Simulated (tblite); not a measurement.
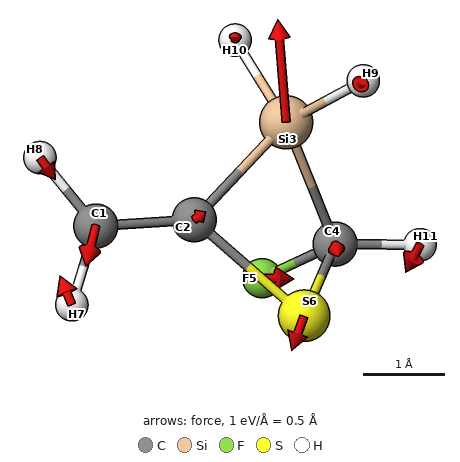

Starting geometry of C3H5FSSi with the computed forces as red arrows. Style: ball-and-stick. Shown at a tilt.

Method: tblite 0.8.0, GFN2-xTB geometry optimisation, gas phase. 

**What follows when this structure is relaxed?**

It isn't relaxed: the largest force vector, on Si3, is 2.61 eV/Å. The final displacements have little in common with the starting forces (cosine between the two patterns 0.26). The atom that moves furthest after the best rigid fit is F5 (0.96 Å). Largest moves by element: F 0.96 Å, S 0.94 Å, H 0.70 Å, C 0.27 Å, Si 0.19 Å. Near-neighbour distances that change, for instance: Si3–C4 1.858 → 1.943 Å, C2–Si3 1.842 → 1.893 Å, C2–S6 1.811 → 1.784 Å, C1–H7 1.102 → 1.077 Å. Among the angles between lasting bonds that change: Si3–C2–S6 86.1° → 97.6°, F5–C4–H11 116.5° → 106.1°, Si3–C4–S6 84.8° → 94.1°. Groups turn about Si3–C4 by about 35°, C2–Si3 by about 35°, C2–S6 by about 35°. After 60 geometry steps the energy has fallen by 13.9 kcal/mol.
